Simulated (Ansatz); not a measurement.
The relaxed structure here is a generated cell of PbS: the first start was made by placing the elements on the sites of a structure type, and the end was not matched to a known phase here, so it may be hypothetical. Known forms of PbS include space group No. 225.

The end point of a relaxation of PbS. Space group P4/nmm (No. 129). Computed with r2SCAN (plane waves to 500 eV, PAW, scalar-relativistic; Ansatz, an electronic-structure program).

```cif
data_Pb2S2
_chemical_formula_sum 'Pb2 S2'
_space_group_name_H-M_alt 'P 1'
_space_group_IT_number 1
_cell_length_a 5.08823
_cell_length_b 5.08823
_cell_length_c 4.16543
_cell_angle_alpha 90.000
_cell_angle_beta 90.000
_cell_angle_gamma 90.000
loop_
_space_group_symop_operation_xyz
  'x, y, z'
loop_
_atom_site_label
_atom_site_type_symbol
_atom_site_fract_x
_atom_site_fract_y
_atom_site_fract_z
_atom_site_occupancy
Pb1 Pb 0.00000 0.50000 0.30166 1
Pb2 Pb 0.50000 0.00000 0.69834 1
S1 S 0.50000 0.50000 0.00000 1
S2 S 0.00000 0.00000 0.00000 1
```

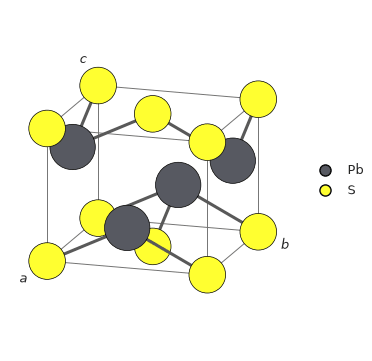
Figure: The conventional cell of the relaxed structure

| Property | Result |
|---|---|
| Volume per atom | 26.96 Å³ |
| Band gap | 1.06 eV, indirect (valence top at k = (0, 0.2857, 0.25), conduction bottom at k = (0.1429, 0.1429, 0.375)) (no spin-orbit coupling) |
| Smallest direct gap | 1.27 eV at k = (0.1429, 0.1429, 0.375) |
| Shortest distances | Pb–S 2.84 Å; S–S 3.60 Å |
| k-mesh | 7×7×8 |

No spin polarisation in the result. Spin-orbit coupling is missing; with elements this heavy it can move band edges by tenths of an eV or more.

The run could not lower the symmetry of its start; a shaken copy of this end point relaxes with r2SCAN to Fm-3m (No. 225), 0.140 eV/atom lower.
